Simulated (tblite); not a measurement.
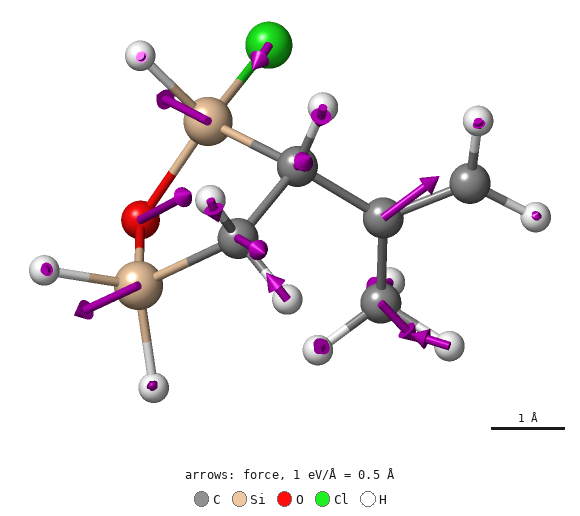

Starting geometry of C5H11ClOSi2 with the computed forces as purple arrows. A ball-and-stick model, seen face on.

Level of theory: GFN2-xTB geometry optimisation, gas phase (tblite 0.8.0). 

### Is this structure relaxed? If not, where do the atoms go?

It isn't relaxed: the largest force vector, on the O atom, is 2.94 eV/Å. The final displacements have little in common with the starting forces (cosine between the two patterns 0.25). An H atom moves most after the best rigid fit: 0.95 Å. Largest moves by element: H 0.95 Å, Cl 0.65 Å, O 0.47 Å, Si 0.17 Å, C 0.16 Å. Among the contacts that change: O–Si 1.732 → 1.648 Å, O–Si 1.711 → 1.628 Å, C–Si 1.846 → 1.924 Å, Cl–Si 2.073 → 1.998 Å. Among the angles between lasting bonds that change: Si–O–Si 100.2° → 120.1°, C–Si–O 106.9° → 98.2°, C–C–C 125.8° → 117.4°. Groups turn about C–C by about 35°, O–Si by about 30°, C–Si by about 25°. After 139 geometry steps the energy has fallen by 95.8 kJ/mol.
